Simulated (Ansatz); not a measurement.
# WC (Fm-3m): relaxations under a series of pressures, by script

How does WC (Fm-3m) give way under pressure? Aim: relaxations under a series of pressures, for WC (Fm-3m), run from a script.

Computed with Ansatz 0.2.0, driven from Python. Level of theory: DFT LDA, plane waves, PAW.

## Step 1: The system

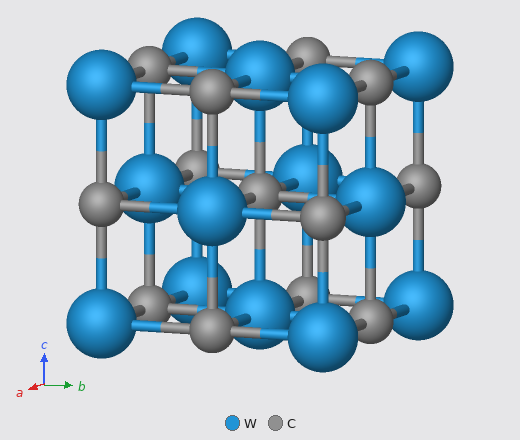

The starting structure, viewed slightly off an axis; tungsten blue, carbon grey. The cell is the conventional one. Atoms on cell faces are repeated.

No structure file is read: the coordinates are typed or built in the script.

## Step 2: The code

Contents of run_compress.py:

```python
import ansatz as az
import numpy as np

ECUT = 510
FILLING = "fermi_dirac"
SMEARING_WIDTH = 0.1
XC = "lda"

def edges_and_angles(cell):
    cell = np.asarray(cell)
    a, b, c = np.linalg.norm(cell, axis=1)
    cosines = cell[1] @ cell[2] / (b * c), cell[0] @ cell[2] / (a * c), cell[0] @ cell[1] / (a * b)
    return (a, b, c, *np.degrees(np.arccos(cosines)))


def main() -> None:
    structure = (
        az.Lattice.fcc(4.385368)
        .space_group(225)
        .atom("W", [0.0, 0.0, 0.0])
        .atom("C", [0.5, 0.0, 0.0])
        .primitive()
    )

    job = structure.calculation()
    job = job.basis(ECUT)
    job = job.occupations(FILLING, width=SMEARING_WIDTH)
    job = job.kpoints(11)
    job = job.functional(XC)

    rows = []
    for pressure in [0, 2, 4, 6, 8]:
        res = job.relax(cell=True, pressure=pressure).run()
        cell = res.lattice.cell_ang
        n_atoms = len(res.lattice.sites)
        volume = abs(np.linalg.det(cell)) / n_atoms
        enthalpy = res.report["free_energy_ev"] / n_atoms + pressure * volume / 160.21766
        rows.append((pressure, volume, enthalpy, *edges_and_angles(cell)))
        print(f"{pressure} GPa done: {volume:.4f} A^3/atom")

    print(" P (GPa)  V (A^3/atom)  H (eV/atom)     a       b       c")
    for row in rows:
        print("{:8.1f} {:12.4f} {:14.5f} {:7.4f} {:7.4f} {:7.4f}".format(*row[:6]))
    p, v = np.array([row[0] for row in rows], float), np.array([row[1] for row in rows])
    print("mean bulk modulus between rows (GPa):", np.round(-np.diff(p) / np.diff(np.log(v)), 1))


if __name__ == "__main__":
    main()
```

## Step 3: What the engine is handed

The package turns the script's settings into the engine's input (first run):

```yaml
crystal:
  lattice:
    bravais: fcc
    a: 4.385368
  space_group: 225
  atoms:
    - { symbol: W, position: [0.0, 0.0, 0.0] }
    - { symbol: C, position: [0.5, 0.0, 0.0] }
  reduce_to_primitive: true
basis:
  ecutwfc: 510.0
kpoints:
  mp_grid:
    grid: [11, 11, 11]
hamiltonian:
  xc: lda
scf:
  occupations:
    method: fermi_dirac
    width: 0.1
relax:
  cell:
    p_target: 0.0
```

## Step 4: Launch

Run with:

```
> python run_compress.py
```

The log of the run:

```text
0 GPa done: 10.1026 A^3/atom
2 GPa done: 10.0528 A^3/atom
4 GPa done: 10.0057 A^3/atom
6 GPa done: 9.9580 A^3/atom
8 GPa done: 9.9119 A^3/atom
 P (GPa)  V (A^3/atom)  H (eV/atom)     a       b       c
     0.0      10.1026    -5186.22441  3.0572  3.0572  3.0572
     2.0      10.0528    -5186.09861  3.0522  3.0522  3.0522
     4.0      10.0057    -5185.97342  3.0474  3.0474  3.0474
     6.0       9.9580    -5185.84883  3.0426  3.0426  3.0426
     8.0       9.9119    -5185.72481  3.0379  3.0379  3.0379
mean bulk modulus between rows (GPa): [404.7 425.7 418.3 431.8]
```

Wall time 29 s (1 thread of Arm Neoverse V2, shared host); peak memory 0.38 GiB.

## Step 5: Run by run

One row for each of the 5 runs:

```csv
run,pressure asked (GPa),energy from run 1 (meV/atom),final volume (Å³/atom),pressure (GPa),SCF cycles in all,CPU time (s)
1,0,0.00,10.10,-0.02,31,5.5
2,2,0.31,10.05,2.00,31,5.5
3,4,1.18,10.01,3.96,31,5.4
4,6,2.66,9.96,5.99,31,5.3
5,8,4.67,9.91,8.00,39,6.4
```

Energies are free energies F = E - TS of the smeared occupations. 

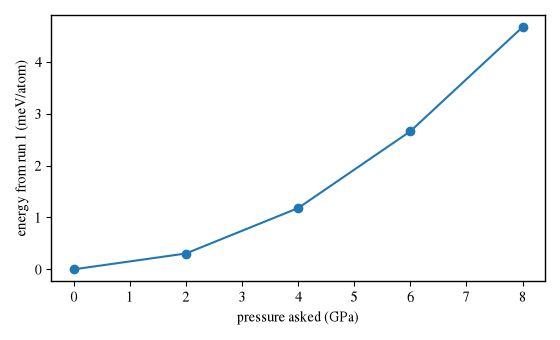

Energy against pressure asked; lines join the points.

## Step 6: Path of the relaxation of run 1

The steps of the relaxation:

| step | energy from step 1 (eV/cell) | largest force component (eV/Å) | pressure (GPa) | volume (Å³) |
| --- | --- | --- | --- | --- |
| 1 | 0.0000 | 0.0000 | -15.72 | 21.08 |
| 2 | -0.0339 | 0.0000 | 8.71 | 19.79 |
| 3 | -0.0448 | 0.0000 | -0.59 | 20.23 |
| 4 | -0.0449 | 0.0000 | -0.02 | 20.21 |
| 5 | -0.0448 | 0.0000 | -0.02 | 20.21 |

Step 1 is the start. Step 5 repeats the geometry before it on a plane-wave basis chosen anew for that cell, so its energy need not be comparable with the rows above.

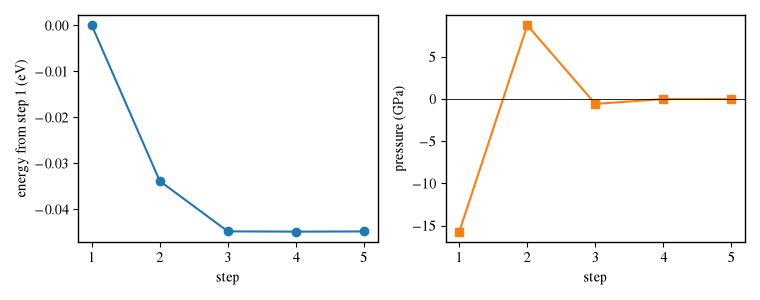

Energy and pressure along the relaxation.

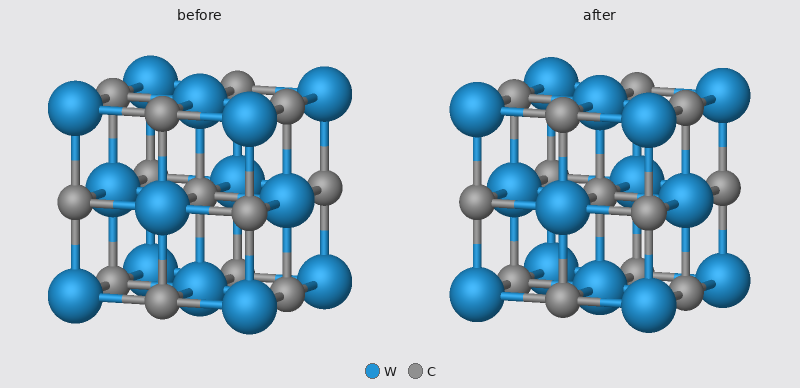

Before and after, at one scale. The change is too small to see at this scale.

Lengths and angles in the start's conventional setting:

«Before» is this run's own start.

|  | before | after | change |
| --- | --- | --- | --- |
| a (Å) | 4.385 | 4.324 | -1.4 % |
| b (Å) | 4.385 | 4.324 | -1.4 % |
| c (Å) | 4.385 | 4.324 | -1.4 % |
| volume (Å³/atom) | 10.54 | 10.10 | -4.2 % |
| shortest distance (Å) | 2.193 | 2.162 | -1.4 % |
| space group (0.01 Å) | Fm-3m | Fm-3m | same |

Forces and stress were held to the start's 48 operations: a distortion of lower symmetry was not tested.

## Step 7: Path of the relaxation of run 5

Step by step:

| step | E - E(step 1) (eV/cell) | largest force component (eV/Å) | pressure (GPa) | volume (Å³) |
| --- | --- | --- | --- | --- |
| 1 | 0.0000 | 0.0000 | -15.72 | 21.08 |
| 2 | 0.0306 | 0.0000 | 24.17 | 19.15 |
| 3 | -0.0387 | 0.0000 | 6.50 | 19.89 |
| 4 | -0.0357 | 0.0000 | 7.92 | 19.83 |
| 5 | -0.0356 | 0.0000 | 8.00 | 19.82 |
| 6 | -0.0355 | 0.0000 | 8.00 | 19.82 |

Step 1 is the start. Step 6 repeats the geometry before it on a plane-wave basis chosen anew for that cell, so its energy need not be comparable with the rows above.

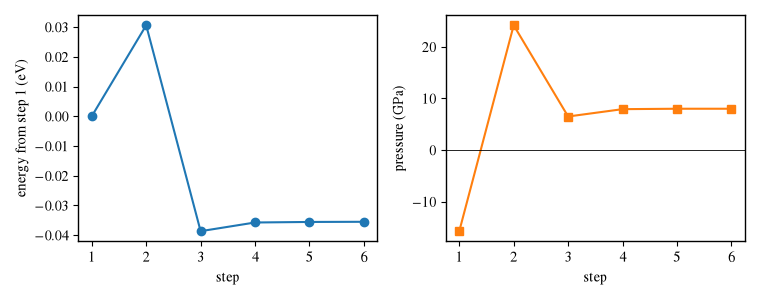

Energy and pressure along the relaxation.

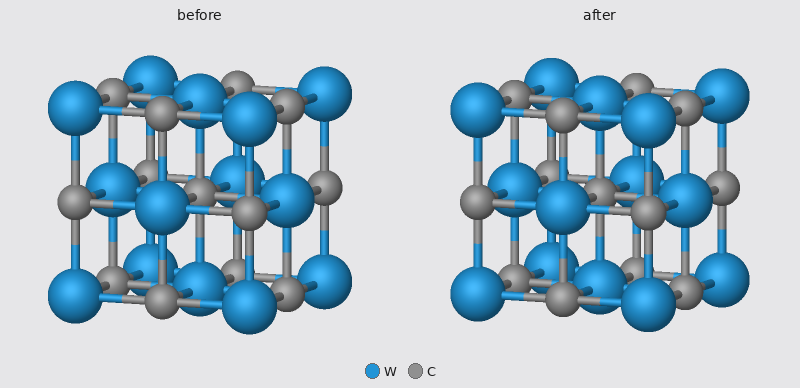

Before and after, at one scale. The change is too small to see at this scale.

Lengths and angles in the start's conventional setting:

«Before» is this run's own start.

|  | before | after | change |
| --- | --- | --- | --- |
| a (Å) | 4.385 | 4.296 | -2.0 % |
| b (Å) | 4.385 | 4.296 | -2.0 % |
| c (Å) | 4.385 | 4.296 | -2.0 % |
| volume (Å³/atom) | 10.54 | 9.91 | -6.0 % |
| shortest distance (Å) | 2.193 | 2.148 | -2.0 % |
| space group (0.01 Å) | Fm-3m | Fm-3m | same |

Forces and stress were held to the start's 48 operations: a distortion of lower symmetry was not tested.

Under a set pressure the enthalpy E + pV is minimised, so E itself may rise.

## Step 8: What came out

| quantity | value |
| --- | --- |
| bulk modulus between neighbouring pressures | 404.7 to 431.8 GPa |
| runs compared | 5 |
| range of energy | 4.67 meV/atom |

In words: The volume falls from 10.10 Å³ an atom at 0 GPa to 9.91 at 8 GPa, by 1.9 %. Between 0 and 2 GPa, -V dP/dV is about 405 GPa, a mean over that step. In run 1, the volume shrank by 4.2 % over 3 moves, and the space group stayed Fm-3m. In run 5, over 4 moves the cell shrank by 6.0 % in volume under the 8 GPa asked, and the space group stayed Fm-3m. Caveats:
- No spin polarisation was allowed.
- At a fixed pressure a relaxation lowers the enthalpy F + PV, while F alone can rise.
- For a metal this k-point mesh is coarse: on a finer one energies can move by several to tens of meV an atom and pressures by half a GPa or more, differences at one mesh by less.
- Spin-orbit coupling, which matters for elements this heavy, is left out.
- This cell is a computed structure, which may not be the phase found in nature.
- Symmetry holds the cell in this phase, so another phase that may be stable under pressure is not reached.
